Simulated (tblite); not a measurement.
## Saddle-point search, with input and output: C₅H₉NOS

C₅H₉NOS, SMILES C=CC(=S)N(C)OC, computed with GFN2-xTB saddle search (eigenvector following) and harmonic vibrations, gas phase (tblite 0.8.0).

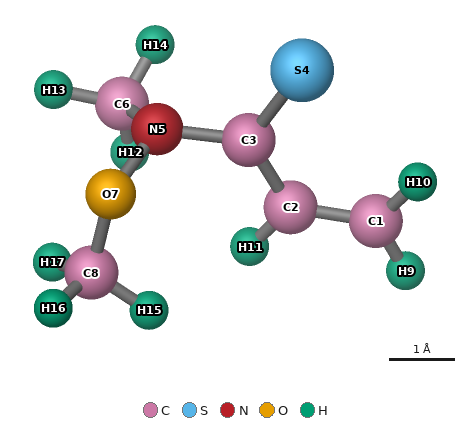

**Figure 1.** The input geometry (ball-and-stick view, seen at a tilt; atoms are numbered from 1 in the order of the input).

### Summary

- outcome: converged
- total energy: −691.5695 eV
- point group: C1
- hardware: 1 CPU thread, shared host
- wall time: 14 s
- peak memory: 0.2 GiB

### The input
```
{"job": {"xc": "GFN2-xTB", "basis": "xTB", "kind": "saddle"}, "charge": 0, "multiplicity": 1}
C      2.574520    -0.881015    -0.673198
C      1.328398    -0.455758    -0.460836
C      0.956906     0.415780     0.634108
S      2.048601     1.036299     1.677580
N     -0.392543     0.820332     0.832334
C     -0.946494     1.647353    -0.213744
O     -1.240816    -0.200714     1.310065
C     -1.822910    -1.107246     0.393758
H      2.825388    -1.512682    -1.507454
H      3.372998    -0.594164    -0.009140
H      0.539993    -0.741646    -1.145222
H     -1.038803     1.146552    -1.188877
H     -1.926854     1.991191     0.112800
H     -0.289689     2.508231    -0.326186
H     -1.085990    -1.737695    -0.112294
H     -2.451832    -1.736722     1.020535
H     -2.450873    -0.598094    -0.344230
```

The first line tells a small driver script what to run in tblite; the rest is the geometry in Å.

Launch command:
```bash
OMP_NUM_THREADS=1 python <driver script> task.json out
```

### Output
```
step      E/eV     max force
  0    -691.53961   0.0236
  1    -691.54680   0.1049
  2    -691.54280   0.0394
  3    -691.54526   0.0326
  4    -691.54857   0.0478
  5    -691.55270   0.0498
  6    -691.55560   0.0510
  7    -691.55840   0.0797
  8    -691.56125   0.0778
  9    -691.56484   0.0818
 10    -691.56758   0.0820
 11    -691.56915   0.0325
 12    -691.56917   0.0733
 13    -691.56946   0.0139
 14    -691.56949   0.0041
 15    -691.56949   0.0000
lowest wavenumbers (cm-1): -89.4 78.8 110.2 176.9 196.7 223.5
```

### Trajectory as extended XYZ (Å, eV, eV/Å), 12 frames, from step=0 to step=15
```
17
Properties=species:S:1:pos:R:3:forces:R:3 step=0 energy=-691.53961
C     2.5745   -0.8810   -0.6732   -0.0050  -0.0070   0.0020
C     1.3284   -0.4558   -0.4608   -0.0030   0.0030  -0.0030
C     0.9569    0.4158    0.6341    0.0000   0.0040  -0.0030
S     2.0486    1.0363    1.6776    0.0030   0.0140  -0.0130
N    -0.3925    0.8203    0.8323   -0.0010   0.0010   0.0010
C    -0.9465    1.6474   -0.2137   -0.0020   0.0040   0.0040
O    -1.2408   -0.2007    1.3101    0.0000  -0.0010  -0.0010
C    -1.8229   -1.1072    0.3938    0.0060  -0.0050  -0.0010
H     2.8254   -1.5127   -1.5075   -0.0060  -0.0030  -0.0010
H     3.3730   -0.5942   -0.0091   -0.0070  -0.0190   0.0090
H     0.5400   -0.7416   -1.1452   -0.0020   0.0130  -0.0080
H    -1.0388    1.1466   -1.1889    0.0030   0.0070   0.0020
H    -1.9269    1.9912    0.1128   -0.0040  -0.0020   0.0030
H    -0.2897    2.5082   -0.3262   -0.0050   0.0070   0.0090
H    -1.0860   -1.7377   -0.1123    0.0080  -0.0140   0.0150
H    -2.4518   -1.7367    1.0205   -0.0060   0.0050  -0.0030
H    -2.4509   -0.5981   -0.3442    0.0180  -0.0080  -0.0130
17
Properties=species:S:1:pos:R:3:forces:R:3 step=1 energy=-691.54680
C     2.5553   -0.8919   -0.6781   -0.0110   0.0000   0.0080
C     1.3160   -0.4430   -0.4729    0.0040  -0.0010  -0.0050
C     0.9517    0.4211    0.6305   -0.0010   0.0020  -0.0040
S     2.0500    1.0358    1.6703    0.0010   0.0050  -0.0070
N    -0.3963    0.8272    0.8354   -0.0010   0.0040   0.0020
C    -0.9495    1.6577   -0.2091   -0.0050   0.0110  -0.0020
O    -1.2502   -0.1877    1.3127   -0.0050  -0.0130  -0.0340
C    -1.7985   -1.1199    0.3996   -0.0060  -0.0280  -0.0280
H     2.8018   -1.5175   -1.5183   -0.0070  -0.0040   0.0020
H     3.3527   -0.6317   -0.0012   -0.0180  -0.0180  -0.0020
H     0.5272   -0.7052   -1.1669    0.0060   0.0120   0.0000
H    -1.0177    1.1688   -1.1925   -0.0010   0.0140   0.0110
H    -1.9411    1.9780    0.1079    0.0070  -0.0020  -0.0020
H    -0.3074    2.5327   -0.2996   -0.0130  -0.0040   0.0060
H    -1.0435   -1.7863   -0.0359   -0.0560   0.0480   0.0500
H    -2.4786   -1.7097    1.0149    0.0380   0.0290  -0.0520
H    -2.3722   -0.6284   -0.3966    0.0680  -0.0550   0.0580
17
Properties=species:S:1:pos:R:3:forces:R:3 step=2 energy=-691.54280
C     2.5667   -0.8851   -0.6755   -0.0040  -0.0070   0.0010
C     1.3241   -0.4470   -0.4683   -0.0040   0.0040  -0.0030
C     0.9550    0.4178    0.6329   -0.0010   0.0040  -0.0020
S     2.0486    1.0313    1.6783    0.0020   0.0070  -0.0080
N    -0.3939    0.8235    0.8335   -0.0010   0.0010   0.0000
C    -0.9477    1.6494   -0.2138   -0.0020   0.0030   0.0040
O    -1.2441   -0.1947    1.3128    0.0010   0.0050   0.0080
C    -1.8132   -1.1115    0.3985    0.0110   0.0020   0.0070
H     2.8165   -1.5121   -1.5135   -0.0070  -0.0040   0.0000
H     3.3633   -0.6142   -0.0026   -0.0060  -0.0160   0.0070
H     0.5365   -0.7189   -1.1593   -0.0030   0.0120  -0.0080
H    -1.0280    1.1526   -1.1919    0.0010   0.0060  -0.0010
H    -1.9336    1.9821    0.1072   -0.0060   0.0000   0.0040
H    -0.2986    2.5172   -0.3171   -0.0030   0.0090   0.0070
H    -1.0703   -1.7553   -0.0800    0.0300  -0.0250   0.0050
H    -2.4618   -1.7253    1.0198   -0.0120  -0.0040   0.0100
H    -2.4195   -0.6098   -0.3612    0.0040   0.0030  -0.0300
17
Properties=species:S:1:pos:R:3:forces:R:3 step=4 energy=-691.54857
C     2.5473   -0.9147   -0.6624   -0.0370   0.0190   0.0220
C     1.3187   -0.4242   -0.4856    0.0330  -0.0170  -0.0160
C     0.9536    0.4342    0.6220   -0.0010   0.0010  -0.0050
S     2.0521    1.0436    1.6645    0.0010   0.0030  -0.0050
N    -0.3953    0.8354    0.8314   -0.0020   0.0020   0.0000
C    -0.9613    1.6596   -0.2110   -0.0020   0.0030   0.0040
O    -1.2376   -0.1878    1.3130   -0.0040  -0.0010  -0.0060
C    -1.7850   -1.1197    0.3998    0.0130   0.0020   0.0020
H     2.7953   -1.5371   -1.5044   -0.0070  -0.0040   0.0000
H     3.3342   -0.6943    0.0416   -0.0400  -0.0180  -0.0190
H     0.5393   -0.6503   -1.2037    0.0240   0.0130   0.0130
H    -1.0388    1.1671   -1.1913   -0.0010   0.0050  -0.0010
H    -1.9504    1.9781    0.1146   -0.0040   0.0010   0.0030
H    -0.3234    2.5360   -0.3114   -0.0030   0.0070   0.0050
H    -1.0265   -1.7551   -0.0671    0.0150  -0.0090   0.0150
H    -2.4304   -1.7389    1.0195   -0.0050   0.0000   0.0020
H    -2.3918   -0.6320   -0.3695    0.0180  -0.0070  -0.0140
17
Properties=species:S:1:pos:R:3:forces:R:3 step=5 energy=-691.55270
C     2.5305   -0.9327   -0.6560   -0.0400   0.0210   0.0210
C     1.3122   -0.4122   -0.4946    0.0360  -0.0180  -0.0160
C     0.9510    0.4442    0.6161   -0.0010   0.0000  -0.0040
S     2.0535    1.0500    1.6563    0.0000   0.0020  -0.0040
N    -0.3975    0.8441    0.8306   -0.0020   0.0030   0.0010
C    -0.9694    1.6695   -0.2080   -0.0020   0.0040   0.0030
O    -1.2367   -0.1811    1.3117   -0.0070  -0.0100  -0.0190
C    -1.7623   -1.1273    0.3995    0.0140   0.0010  -0.0050
H     2.7762   -1.5542   -1.4994   -0.0070  -0.0030  -0.0010
H     3.3106   -0.7402    0.0633   -0.0380  -0.0150  -0.0180
H     0.5383   -0.6125   -1.2261    0.0230   0.0100   0.0130
H    -1.0466    1.1806   -1.1902   -0.0010   0.0060   0.0010
H    -1.9596    1.9809    0.1211   -0.0010   0.0010   0.0010
H    -0.3364    2.5498   -0.3061   -0.0030   0.0050   0.0050
H    -0.9900   -1.7615   -0.0476   -0.0020   0.0050   0.0240
H    -2.4135   -1.7448    1.0154    0.0000   0.0040  -0.0050
H    -2.3602   -0.6524   -0.3858    0.0310  -0.0160   0.0030
17
Properties=species:S:1:pos:R:3:forces:R:3 step=6 energy=-691.55560
C     2.5217   -0.9327   -0.6616   -0.0210   0.0070   0.0100
C     1.3046   -0.4124   -0.4954    0.0140  -0.0060  -0.0080
C     0.9472    0.4437    0.6167   -0.0010   0.0010  -0.0020
S     2.0524    1.0472    1.6552    0.0000   0.0020  -0.0030
N    -0.4003    0.8463    0.8322   -0.0010   0.0030   0.0010
C    -0.9686    1.6757   -0.2054   -0.0020   0.0040   0.0010
O    -1.2449   -0.1750    1.3108   -0.0050  -0.0070  -0.0190
C    -1.7517   -1.1338    0.4011    0.0050  -0.0100  -0.0120
H     2.7646   -1.5536   -1.5062   -0.0070  -0.0040   0.0000
H     3.3039   -0.7404    0.0548   -0.0200  -0.0130  -0.0060
H     0.5285   -0.6128   -1.2238    0.0090   0.0090   0.0040
H    -1.0386    1.1924   -1.1909   -0.0010   0.0060   0.0020
H    -1.9616    1.9820    0.1199   -0.0010   0.0010   0.0010
H    -0.3378    2.5586   -0.2949   -0.0040   0.0040   0.0040
H    -0.9715   -1.7873   -0.0046   -0.0180   0.0170   0.0280
H    -2.4327   -1.7293    1.0073    0.0150   0.0110  -0.0200
H    -2.3154   -0.6686   -0.4153    0.0390  -0.0260   0.0200
17
Properties=species:S:1:pos:R:3:forces:R:3 step=8 energy=-691.56125
C     2.4959   -0.9436   -0.6664   -0.0100   0.0000   0.0040
C     1.2865   -0.4066   -0.5002    0.0050   0.0000  -0.0040
C     0.9383    0.4489    0.6154    0.0000   0.0020  -0.0020
S     2.0503    1.0445    1.6510    0.0000   0.0010  -0.0030
N    -0.4069    0.8564    0.8346    0.0000   0.0040   0.0020
C    -0.9714    1.6929   -0.2004   -0.0020   0.0030   0.0010
O    -1.2582   -0.1608    1.3070   -0.0070  -0.0180  -0.0370
C    -1.7192   -1.1487    0.4029    0.0040  -0.0080  -0.0210
H     2.7312   -1.5645   -1.5133   -0.0050  -0.0030   0.0010
H     3.2790   -0.7661    0.0523   -0.0100  -0.0110   0.0000
H     0.5088   -0.5937   -1.2302    0.0030   0.0090  -0.0020
H    -1.0302    1.2198   -1.1914   -0.0020   0.0040   0.0040
H    -1.9690    1.9890    0.1200    0.0000   0.0010   0.0010
H    -0.3455    2.5807   -0.2753   -0.0050   0.0010   0.0020
H    -0.9204   -1.8241    0.0734   -0.0420   0.0390   0.0320
H    -2.4448   -1.7140    0.9865    0.0240   0.0110  -0.0280
H    -2.2246   -0.7101   -0.4659    0.0490  -0.0340   0.0500
17
Properties=species:S:1:pos:R:3:forces:R:3 step=9 energy=-691.56484
C     2.4730   -0.9586   -0.6655   -0.0200   0.0090   0.0100
C     1.2734   -0.3970   -0.5069    0.0200  -0.0080  -0.0070
C     0.9322    0.4570    0.6123    0.0020   0.0010  -0.0020
S     2.0492    1.0444    1.6468   -0.0010   0.0000  -0.0030
N    -0.4116    0.8668    0.8355    0.0010   0.0030   0.0030
C    -0.9771    1.7064   -0.1970   -0.0020   0.0020   0.0010
O    -1.2642   -0.1508    1.3034   -0.0110  -0.0280  -0.0480
C    -1.6896   -1.1595    0.4038    0.0090   0.0010  -0.0220
H     2.7024   -1.5790   -1.5143   -0.0040  -0.0020   0.0010
H     3.2530   -0.8034    0.0621   -0.0190  -0.0100  -0.0070
H     0.4978   -0.5638   -1.2444    0.0120   0.0070   0.0040
H    -1.0310    1.2393   -1.1910   -0.0040   0.0020   0.0030
H    -1.9771    1.9950    0.1224    0.0000   0.0000   0.0020
H    -0.3558    2.5979   -0.2648   -0.0030   0.0000   0.0010
H    -0.8769   -1.8409    0.1230   -0.0500   0.0470   0.0290
H    -2.4386   -1.7118    0.9697    0.0230   0.0050  -0.0230
H    -2.1592   -0.7418   -0.4951    0.0480  -0.0300   0.0590
17
Properties=species:S:1:pos:R:3:forces:R:3 step=10 energy=-691.56758
C     2.4454   -0.9830   -0.6571   -0.0580   0.0440   0.0350
C     1.2626   -0.3797   -0.5179    0.0690  -0.0390  -0.0210
C     0.9273    0.4707    0.6061    0.0050  -0.0010  -0.0060
S     2.0488    1.0462    1.6421   -0.0010  -0.0010  -0.0030
N    -0.4156    0.8805    0.8342   -0.0010  -0.0030  -0.0010
C    -0.9880    1.7200   -0.1949   -0.0020   0.0000   0.0040
O    -1.2632   -0.1427    1.2990   -0.0150  -0.0210  -0.0240
C    -1.6542   -1.1689    0.4039    0.0280   0.0440   0.0160
H     2.6701   -1.6024   -1.5080   -0.0020   0.0000   0.0010
H     3.2154   -0.8663    0.0900   -0.0560  -0.0070  -0.0380
H     0.4953   -0.5113   -1.2727    0.0450   0.0050   0.0280
H    -1.0430    1.2561   -1.1901   -0.0040  -0.0020  -0.0010
H    -1.9886    2.0021    0.1283   -0.0010   0.0000   0.0030
H    -0.3719    2.6151   -0.2616    0.0000   0.0010   0.0000
H    -0.8270   -1.8389    0.1513    0.0300  -0.0120   0.0040
H    -2.4066   -1.7260    0.9556   -0.0330  -0.0270   0.0380
H    -2.1071   -0.7715   -0.5082   -0.0020   0.0200  -0.0350
17
Properties=species:S:1:pos:R:3:forces:R:3 step=12 energy=-691.56917
C     2.4052   -1.0193   -0.6401   -0.0470   0.0440   0.0330
C     1.2534   -0.3537   -0.5327    0.0570  -0.0410  -0.0210
C     0.9216    0.4914    0.5969    0.0010  -0.0020  -0.0050
S     2.0478    1.0568    1.6325    0.0010   0.0000   0.0000
N    -0.4214    0.8973    0.8316   -0.0030  -0.0040  -0.0040
C    -1.0059    1.7376   -0.1904   -0.0020   0.0000  -0.0020
O    -1.2618   -0.1357    1.2896   -0.0010   0.0000   0.0100
C    -1.6047   -1.1812    0.3995    0.0040   0.0040   0.0190
H     2.6274   -1.6348   -1.4945    0.0010   0.0010   0.0000
H     3.1498   -0.9629    0.1390   -0.0510   0.0030  -0.0420
H     0.5073   -0.4302   -1.3161    0.0420  -0.0020   0.0320
H    -1.0879    1.2693   -1.1818    0.0010   0.0020   0.0060
H    -1.9970    2.0302    0.1529    0.0050  -0.0020  -0.0020
H    -0.3826    2.6263   -0.2744   -0.0030  -0.0030   0.0000
H    -0.7511   -1.8270    0.1713    0.0190  -0.0130  -0.0030
H    -2.3507   -1.7571    0.9430   -0.0090   0.0010   0.0120
H    -2.0493   -0.8070   -0.5263   -0.0130   0.0120  -0.0350
17
Properties=species:S:1:pos:R:3:forces:R:3 step=13 energy=-691.56946
C     2.4115   -1.0094   -0.6475   -0.0090   0.0080   0.0070
C     1.2528   -0.3605   -0.5292    0.0110  -0.0070  -0.0040
C     0.9212    0.4856    0.5996    0.0000   0.0000  -0.0010
S     2.0474    1.0530    1.6343    0.0000   0.0000   0.0000
N    -0.4213    0.8936    0.8330   -0.0010   0.0000   0.0000
C    -1.0014    1.7355   -0.1901    0.0000   0.0000   0.0000
O    -1.2667   -0.1350    1.2908   -0.0010  -0.0030  -0.0040
C    -1.6122   -1.1808    0.4018    0.0010  -0.0010  -0.0010
H     2.6334   -1.6249   -1.5019    0.0000   0.0000   0.0000
H     3.1628   -0.9379    0.1219   -0.0100  -0.0010  -0.0080
H     0.5009   -0.4513   -1.3038    0.0080   0.0000   0.0060
H    -1.0771    1.2694   -1.1829    0.0000   0.0000   0.0010
H    -1.9946    2.0260    0.1484    0.0010   0.0000   0.0000
H    -0.3791    2.6253   -0.2688   -0.0010   0.0000   0.0000
H    -0.7644   -1.8417    0.1910   -0.0050   0.0050   0.0010
H    -2.3760   -1.7407    0.9382    0.0030   0.0010  -0.0020
H    -2.0372   -0.8061   -0.5346    0.0020  -0.0020   0.0050
17
Properties=species:S:1:pos:R:3:forces:R:3 step=15 energy=-691.56949
C     2.4078   -1.0136   -0.6448    0.0000   0.0000   0.0000
C     1.2531   -0.3575   -0.5308    0.0000   0.0000   0.0000
C     0.9215    0.4883    0.5983    0.0000   0.0000   0.0000
S     2.0480    1.0555    1.6327    0.0000   0.0000   0.0000
N    -0.4213    0.8951    0.8326    0.0000   0.0000   0.0000
C    -1.0035    1.7364   -0.1898    0.0000   0.0000   0.0000
O    -1.2647   -0.1353    1.2903    0.0000   0.0000   0.0000
C    -1.6083   -1.1813    0.4010    0.0000   0.0000   0.0000
H     2.6300   -1.6289   -1.4993    0.0000   0.0000   0.0000
H     3.1552   -0.9491    0.1286    0.0000   0.0000   0.0000
H     0.5046   -0.4419   -1.3089    0.0000   0.0000   0.0000
H    -1.0809    1.2697   -1.1822    0.0000   0.0000   0.0000
H    -1.9961    2.0267    0.1504    0.0000   0.0000   0.0000
H    -0.3815    2.6262   -0.2702    0.0000   0.0000   0.0000
H    -0.7584   -1.8379    0.1865    0.0000   0.0000   0.0000
H    -2.3677   -1.7453    0.9390    0.0000   0.0000   0.0000
H    -2.0378   -0.8071   -0.5334    0.0000   0.0000   0.0000
```
